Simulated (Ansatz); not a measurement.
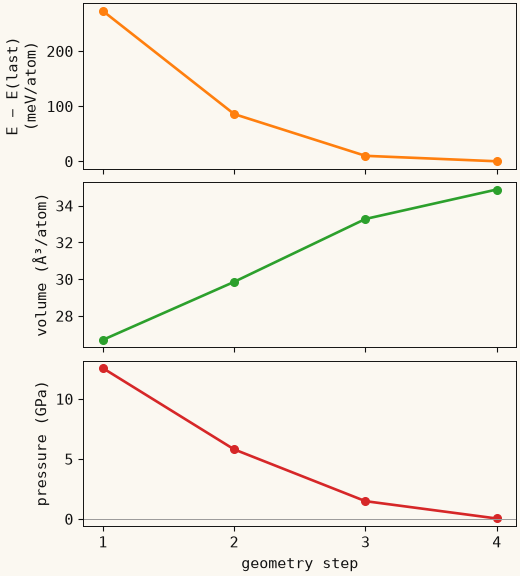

History of a geometry optimisation. The run: Sc$_{4}$Br (P6/mmm, 5 atoms in the cell), by DFT PBE, scalar-relativistic, plane waves, PAW in Ansatz 0.2.0; cutoff 420 eV, 3×3×4 k-mesh, Gaussian smearing of 0.1 eV. Atoms and cell relax. A closing SCF on a freshly chosen basis isn't drawn.

The optimisation met its thresholds at geometry 4, counting the start as the first. The energy fell by about 270 meV/atom from the first step to the last. All forces vanish by symmetry, so only the cell moves. The volume grows from 26.7 to 34.9 Å³ per atom (+31 %), as the pressure goes from 13 GPa to about 0 GPa.
